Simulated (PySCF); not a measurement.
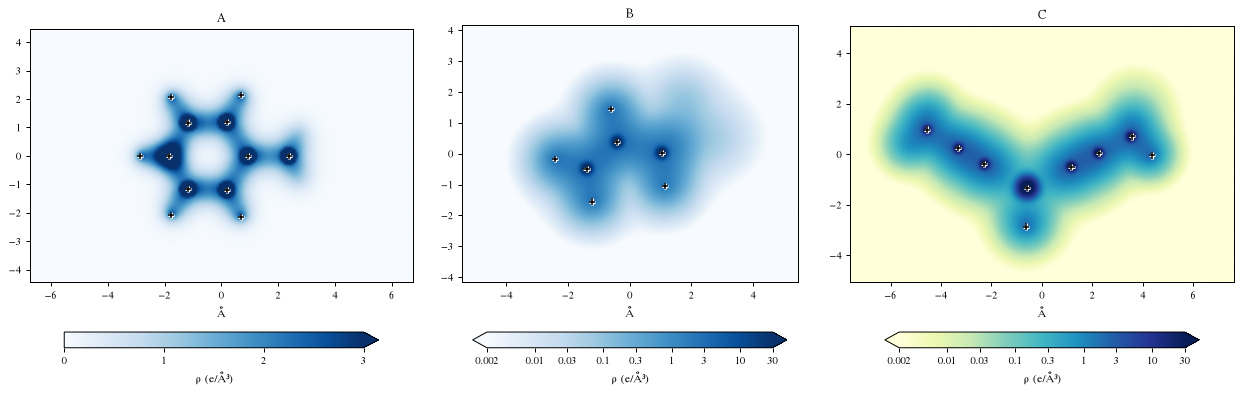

The electron density of 3 systems, each on a plane through atoms (crosses mark nuclei in the plane).

Computed with PBE0/def2-SVPD, SCF density, gas phase (PySCF).

System 1: C₄H₁₀As₂, the plane of atoms C2, C1 and H7. Geometry: GFN2-xTB.

```xyz
16

C    -0.6932    2.2546   -0.3407
C    -0.4543    0.9757   -0.5850
C    -0.5530   -0.1171    0.4226
As   -2.1959   -1.2025    0.0082
C     0.7146   -0.9567    0.4280
As    2.3151    0.2099    0.6678
H    -0.6108    3.0072   -1.1066
H    -0.9862    2.5973    0.6393
H    -0.1623    0.6553   -1.5811
H    -0.7108    0.3235    1.4162
H    -1.7081   -2.4171    0.7571
H    -1.6139   -1.7836   -1.2532
H     0.8249   -1.4746   -0.5326
H     0.6730   -1.7163    1.2150
H     3.1830   -0.9092    1.1809
H     1.9704    0.5625    2.0887
```

System 2: C₈H₇Al, the plane of atoms C4, C3 and H11. Geometry: GFN2-xTB.

```xyz
16

C    -4.3046    0.9240    1.0185
C    -3.8886    0.2210    0.1450
C    -3.3362   -0.6113   -0.9097
C    -1.9509   -0.2413   -1.1607
C    -0.7958    0.0824   -1.3598
Al    1.0552    0.6044   -1.6289
C     2.4599    0.5567   -0.2952
C     3.3050    0.5333    0.5799
C     4.3102    0.5016    1.6205
H    -4.6873    1.5310    1.7829
H    -3.9235   -0.4805   -1.8261
H    -3.3871   -1.6645   -0.6087
H     1.4290    1.1081   -3.0405
H     4.6575   -0.5206    1.7738
H     5.1605    1.1251    1.3428
H     3.8892    0.8745    2.5549
```

System 3: C₆H₁₀NSi (charge +1), the plane of atoms C4, C5 and H15. Geometry: GFN2-xTB.

```xyz
18

Si   -2.4942   -0.4771   -1.0386
C    -1.5799    0.6334    0.3086
C    -0.1639    0.3479    0.2958
C     0.3925   -0.6771    1.0892
C     1.7302   -0.9527    1.0314
N     2.5358   -0.2546    0.2119
C     2.0550    0.7257   -0.5728
C     0.7249    1.0410   -0.5523
H    -2.2022   -1.8588   -0.6612
H    -3.8951   -0.1018   -0.9267
H    -1.8705   -0.1288   -2.3138
H    -2.0361    0.3920    1.2644
H    -1.7907    1.6666    0.0479
H    -0.2401   -1.2409    1.7559
H     2.1842   -1.7229    1.6357
H     3.5278   -0.4668    0.1913
H     2.7590    1.2472   -1.2030
H     0.3545    1.8339   -1.1821
```

Match each panel to its system.

Panel A is system 3, C₆H₁₀NSi: the plane holds C, N and H. C–N (1.34 Å): the density is about 2.4 e/Å³ at the midpoint. Panel B is system 1, C₄H₁₀As₂: the plane holds C and H. C–C (1.32 Å): ρ is about 2.3 e/Å³ halfway. Panel C is system 2, C₈H₇Al: the plane holds C, Al and H. C–C (1.22 Å): ρ at the midpoint is about 2.7 e/Å³.
